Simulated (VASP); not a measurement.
## Run report: C₁₈HN, single-point calculation (part 2 of 2)

The same run, continued: C₁₈HN (slab, 20 atoms in the cell); Kohn-Sham DFT of a periodic cell, PBEsol, VASP PAW PBE potentials, recommended, no spin polarisation (VASP 6.6.1); cutoff 520 eV, 2×2×1 k-mesh, fermi-dirac of 0.02 eV. It belongs to a series of runs on one base structure; here: band between the two ends.

Geometry of the input (Å; fractional positions):
```
7.3980  0.0000  0.0000
-3.6990  6.4069  0.0000
0.0000  0.0000  12.0000
C  0.0167  0.0189  0.0795
C  0.2401  0.1367  0.1045
C  0.0212  0.3553  0.0722
C  0.2446  0.4677  0.0717
C  0.0235  0.6882  0.0768
C  0.2409  0.7946  0.0795
C  0.3588  0.0181  0.1043
C  0.5829  0.1359  0.0797
C  0.3579  0.3608  0.0798
C  0.5748  0.4662  0.0773
C  0.3544  0.6873  0.0716
C  0.5774  0.7992  0.0722
C  0.6897  0.0225  0.0716
C  0.9094  0.1323  0.0716
C  0.6883  0.3528  0.0773
C  0.9112  0.4651  0.0728
C  0.6872  0.6892  0.0727
C  0.9103  0.8015  0.0768
N  0.3058  0.0837  0.2101
H  0.1778  -0.0446  0.2437
```

### Parts of OUTCAR, continued
```
 k-point     1 :       0.0000    0.0000    0.0000
  band No.  band energies     occupation
      1     -22.8314      2.00000
      2     -20.6775      2.00000
      3     -18.7439      2.00000
      4     -18.7141      2.00000
      5     -18.6707      2.00000
      6     -18.5921      2.00000
      7     -18.5006      2.00000
      8     -16.6347      2.00000
      9     -14.3785      2.00000
     10     -14.3205      2.00000
     11     -14.2478      2.00000
     12     -13.8697      2.00000
     13     -12.5995      2.00000
     14     -12.2756      2.00000
     15     -11.7620      2.00000
     16     -11.6444      2.00000
     17     -11.4960      2.00000
     18     -11.3850      2.00000
     19     -11.2525      2.00000
     20     -11.2233      2.00000
     21      -9.3024      2.00000
     22      -8.7644      2.00000
     23      -7.8910      2.00000
     24      -7.8514      2.00000
     25      -7.5772      2.00000
     26      -7.5703      2.00000
     27      -7.5228      2.00000
     28      -7.4720      2.00000
     29      -6.7226      2.00000
     30      -6.4438      2.00000
     31      -6.3426      2.00000
     32      -6.2379      2.00000
     33      -6.2238      2.00000
     34      -4.8941      2.00000
     35      -4.8875      2.00000
     36      -4.7724      2.00000
     37      -4.3901      2.00000
     38      -2.6054      2.00000
     39      -1.7891      1.99445
     40      -1.5538      0.00555
     41      -0.4521      0.00000
     42       1.5713      0.00000
     43       1.7454      0.00000
     44       2.7980      0.00000
     45       3.0005      0.00000
     46       3.1467      0.00000
     47       3.2091      0.00000
     48       3.3525      0.00000
     49       3.7979      0.00000
     50       4.3313      0.00000
     51       4.9104      0.00000

 k-point     2 :       0.5000    0.0000    0.0000
  band No.  band energies     occupation
      1     -22.7930      2.00000
      2     -20.5528      2.00000
      3     -19.9982      2.00000
      4     -19.2546      2.00000
      5     -18.4224      2.00000
      6     -16.8345      2.00000
      7     -16.8053      2.00000
      8     -16.7449      2.00000
      9     -16.2539      2.00000
     10     -15.1602      2.00000
     11     -14.9800      2.00000
     12     -13.3177      2.00000
     13     -13.1540      2.00000
     14     -13.0649      2.00000
     15     -12.9703      2.00000
     16     -10.8266      2.00000
     17      -9.9768      2.00000
     18      -9.8864      2.00000
     19      -9.7601      2.00000
     20      -9.6371      2.00000
     21      -9.5881      2.00000
     22      -8.7618      2.00000
     23      -8.5786      2.00000
     24      -8.3407      2.00000
     25      -8.2472      2.00000
     26      -8.1272      2.00000
     27      -7.7900      2.00000
     28      -7.4061      2.00000
     29      -7.1781      2.00000
     30      -6.9656      2.00000
     31      -6.2664      2.00000
     32      -6.1675      2.00000
     33      -5.8286      2.00000
     34      -5.4138      2.00000
     35      -4.4779      2.00000
     36      -4.3148      2.00000
     37      -4.1219      2.00000
     38      -3.8650      2.00000
     39      -3.2073      2.00000
     40      -0.2528      0.00000
     41       0.3111      0.00000
     42       0.8021      0.00000
     43       0.8256      0.00000
     44       2.1239      0.00000
     45       2.4040      0.00000
     46       2.7140      0.00000
     47       3.2688      0.00000
     48       3.6239      0.00000
     49       3.9601      0.00000
     50       4.1126      0.00000
     51       4.3296      0.00000

 k-point     3 :       0.0000    0.5000    0.0000
  band No.  band energies     occupation
      1     -22.7930      2.00000
      2     -20.5526      2.00000
      3     -19.9985      2.00000
      4     -19.2548      2.00000
      5     -18.4218      2.00000
      6     -16.8345      2.00000
      7     -16.8052      2.00000
      8     -16.7451      2.00000
      9     -16.2539      2.00000
     10     -15.1602      2.00000
     11     -14.9804      2.00000
     12     -13.3172      2.00000
     13     -13.1542      2.00000
     14     -13.0650      2.00000
     15     -12.9703      2.00000
     16     -10.8259      2.00000
     17      -9.9771      2.00000
     18      -9.8865      2.00000
     19      -9.7602      2.00000
     20      -9.6368      2.00000
     21      -9.5884      2.00000
     22      -8.7635      2.00000
     23      -8.5777      2.00000
     24      -8.3408      2.00000
     25      -8.2467      2.00000
     26      -8.1275      2.00000
     27      -7.7899      2.00000
     28      -7.4058      2.00000
     29      -7.1780      2.00000
     30      -6.9653      2.00000
     31      -6.2671      2.00000
     32      -6.1676      2.00000
     33      -5.8280      2.00000
     34      -5.4137      2.00000
     35      -4.4778      2.00000
     36      -4.3150      2.00000
     37      -4.1220      2.00000
     38      -3.8649      2.00000
     39      -3.2075      2.00000
     40      -0.2529      0.00000
     41       0.3111      0.00000
     42       0.8021      0.00000
     43       0.8259      0.00000
     44       2.1234      0.00000
     45       2.4045      0.00000
     46       2.7140      0.00000
     47       3.2686      0.00000
     48       3.6238      0.00000
     49       3.9610      0.00000
     50       4.1115      0.00000
     51       4.3083      0.00000

 k-point     4 :       0.5000    0.5000    0.0000
  band No.  band energies     occupation
      1     -22.7912      2.00000
      2     -20.5978      2.00000
      3     -19.9110      2.00000
      4     -19.3423      2.00000
      5     -18.3083      2.00000
      6     -16.9218      2.00000
      7     -16.8178      2.00000
      8     -16.7774      2.00000
      9     -16.0096      2.00000
     10     -15.7576      2.00000
     11     -14.4984      2.00000
     12     -13.3340      2.00000
     13     -13.2504      2.00000
     14     -13.1166      2.00000
     15     -12.8622      2.00000
     16     -10.5749      2.00000
     17     -10.0882      2.00000
     18      -9.9082      2.00000
     19      -9.7781      2.00000
     20      -9.7010      2.00000
     21      -9.4219      2.00000
     22      -9.0747      2.00000
     23      -8.6493      2.00000
     24      -8.3958      2.00000
     25      -8.2376      2.00000
     26      -8.1773      2.00000
     27      -7.5657      2.00000
     28      -7.4655      2.00000
     29      -7.1232      2.00000
     30      -6.8871      2.00000
     31      -6.4594      2.00000
     32      -6.1133      2.00000
     33      -5.9928      2.00000
     34      -5.2345      2.00000
     35      -4.4209      2.00000
     36      -4.3512      2.00000
     37      -4.1966      2.00000
     38      -3.8478      2.00000
     39      -2.6420      2.00000
     40      -1.0327      0.00000
     41       0.3413      0.00000
     42       0.8046      0.00000
     43       1.1260      0.00000
     44       1.9497      0.00000
     45       2.5263      0.00000
     46       2.5450      0.00000
     47       3.4098      0.00000
     48       3.6366      0.00000
     49       4.1527      0.00000
     50       4.5523      0.00000
     51       4.9666      0.00000
 [bands above 51 left out]

------------------------ aborting loop because EDIFF is reached ----------------------------------------

  FORCE on cell =-STRESS in cart. coord.  units (eV):
  Direction    XX          YY          ZZ          XY          YZ          ZX
  --------------------------------------------------------------------------------------
  -------------------------------------------------------------------------------------
  Total        2.5675939      1.0861990      0.1026158     -1.2878507     -0.0224089     -0.0110026
  in kB        7.2326323      3.0597043      0.2890574     -3.6277352     -0.0631233     -0.0309931
  external PRESSURE =       3.5271313 kB  Pullay stress =       0.0000000 kB

 VOLUME and BASIS-vectors are now :
 -----------------------------------------------------------------------------
  energy-cutoff  :      520.00
  volume of cell :      568.78
      direct lattice vectors                 reciprocal lattice vectors
     7.398000000  0.000000000  0.000000000     0.135171668  0.078041398  0.000000000
    -3.699000000  6.406856000  0.000000000     0.000000000  0.156082796  0.000000000
     0.000000000  0.000000000 12.000000000     0.000000000  0.000000000  0.083333333

 POSITION                                       TOTAL-FORCE (eV/Angst)
 -----------------------------------------------------------------------------------
      0.05356      0.12087      0.95454         0.014330      0.007025     -0.001921
      1.27078      0.87611      1.25359        -0.058178      0.045917     -0.064324
     -1.15741      2.27663      0.86675        -0.002763      0.005759     -0.015247
      0.07964      2.99626      0.86029         0.006708     -0.013486     -0.007562
     -2.37181      4.40926      0.92181        -0.017324      0.007739      0.000833
     -1.15695      5.09096      0.95402         0.006983      0.015294     -0.014714
      2.58772      0.11604      1.25205         0.072279     -0.029845     -0.044732
      3.80988      0.87048      0.95647        -0.008603     -0.013538     -0.003698
      1.31303      2.31178      0.95764        -0.000130     -0.005471     -0.001736
      2.52822      2.98693      0.92807         0.015430     -0.003085     -0.010298
      0.07931      4.40368      0.85890         0.008623      0.010298      0.007092
      1.31552      5.12011      0.86581        -0.000428      0.005261     -0.009984
      5.01936      0.14441      0.85972        -0.014407     -0.002460     -0.007203
      6.23839      0.84781      0.85920        -0.002065      0.010343      0.006848
      3.78699      2.26032      0.92750        -0.017650      0.006869     -0.003343
      5.02063      2.98014      0.87314        -0.003058     -0.013947      0.005095
      2.53478      4.41531      0.87282        -0.002177     -0.010331      0.010304
      3.76961      5.13482      0.92178         0.005340     -0.010410     -0.006542
      1.95285      0.53610      2.52120         0.017004      0.016337      0.128258
     -2.21903      6.12135      2.92471        -0.019912     -0.028268      0.032873
 -----------------------------------------------------------------------------------
    total drift:                                0.021622     -0.009237      0.007901

  FREE ENERGIE OF THE ION-ELECTRON SYSTEM (eV)
  ---------------------------------------------------
  free  energy   TOTEN  =      -183.1011823718 eV

  energy  without entropy=     -183.1008002349  energy(sigma->0) =     -183.10099130
```

### CONTCAR
```
HC18N
   1.00000000000000
     7.3979999999999997    0.0000000000000000    0.0000000000000000
    -3.6989999999999998    6.4068560000000003    0.0000000000000000
     0.0000000000000000    0.0000000000000000   12.0000000000000000
  C               N               H
    18     1     1
Direct
     0.0166724868999992    0.0188661958000012    0.0795452500000025
     0.2401472896000030    0.1367463229999970    0.1044656667000012
     0.0212231228000022    0.3553432447999967    0.0722293333000010
     0.2445974274999969    0.4676641710000027    0.0716907500000019
     0.0235034726999999    0.6882091622000033    0.0768171667000033
     0.2409184838000016    0.7946109605000018    0.0795019167000035
     0.3588428361999974    0.0181120037999989    0.1043372500000004
     0.5829219085999995    0.1358667964000020    0.0797055000000029
     0.3578993679999982    0.3608295550999969    0.0798029999999983
     0.5748474033999997    0.4662079184999968    0.0773394166999992
     0.3543892475999968    0.6873383762999978    0.0715746667000019
     0.5774024076999993    0.7991613984000026    0.0721505833000009
     0.6897449877999975    0.0225394484000034    0.0716430833000032
     0.9094183433999987    0.1323287116000031    0.0715997499999972
     0.6882929277999992    0.3527975343999969    0.0772918333000021
     0.9112208393000003    0.4651488967000006    0.0727619167000029
     0.6872075205999977    0.6891536191999990    0.0727349167000000
     0.9102730453999968    0.8014576885000011    0.0768152500000028
     0.3058082766999988    0.0836762993000022    0.2100998332999993
     0.1777685699999978    0.9554371130000021    0.2437259167000008

  0.00000000E+00  0.00000000E+00  0.00000000E+00
  0.00000000E+00  0.00000000E+00  0.00000000E+00
  0.00000000E+00  0.00000000E+00  0.00000000E+00
  0.00000000E+00  0.00000000E+00  0.00000000E+00
  0.00000000E+00  0.00000000E+00  0.00000000E+00
  0.00000000E+00  0.00000000E+00  0.00000000E+00
  0.00000000E+00  0.00000000E+00  0.00000000E+00
  0.00000000E+00  0.00000000E+00  0.00000000E+00
  0.00000000E+00  0.00000000E+00  0.00000000E+00
  0.00000000E+00  0.00000000E+00  0.00000000E+00
  0.00000000E+00  0.00000000E+00  0.00000000E+00
  0.00000000E+00  0.00000000E+00  0.00000000E+00
  0.00000000E+00  0.00000000E+00  0.00000000E+00
  0.00000000E+00  0.00000000E+00  0.00000000E+00
  0.00000000E+00  0.00000000E+00  0.00000000E+00
  0.00000000E+00  0.00000000E+00  0.00000000E+00
  0.00000000E+00  0.00000000E+00  0.00000000E+00
  0.00000000E+00  0.00000000E+00  0.00000000E+00
  0.00000000E+00  0.00000000E+00  0.00000000E+00
  0.00000000E+00  0.00000000E+00  0.00000000E+00
```

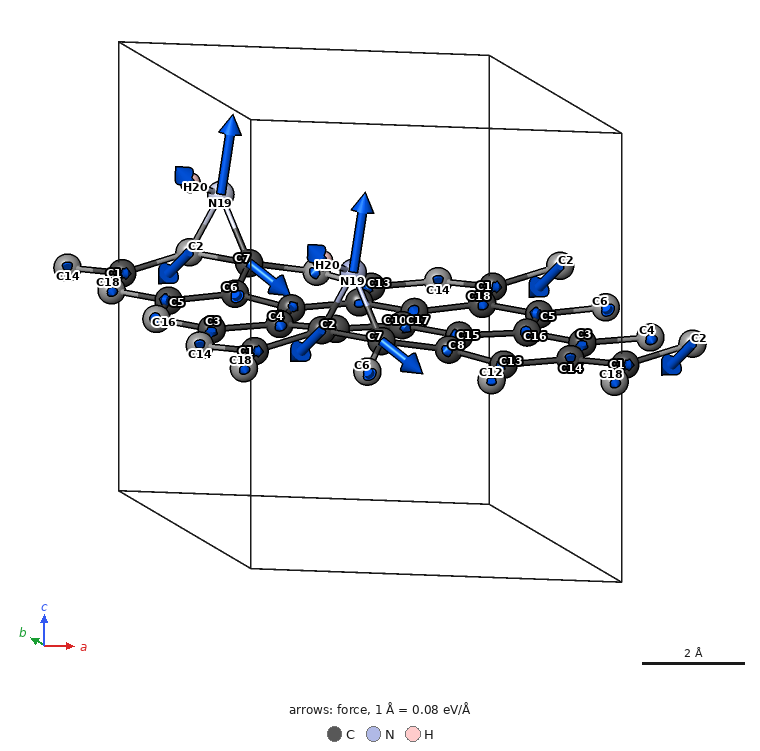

Forces on the atoms as blue arrows (ball-and-stick view of the cell of the calculation, with the vacuum cut short, seen slightly off an axis; neighbours outside the cell are drawn fainter; atoms are numbered from 1 in the order of the input); the smallest are left out. The largest act on N19 (0.13 eV/Å); C2 (0.10 eV/Å); C7 (0.09 eV/Å); H20 (0.05 eV/Å). 
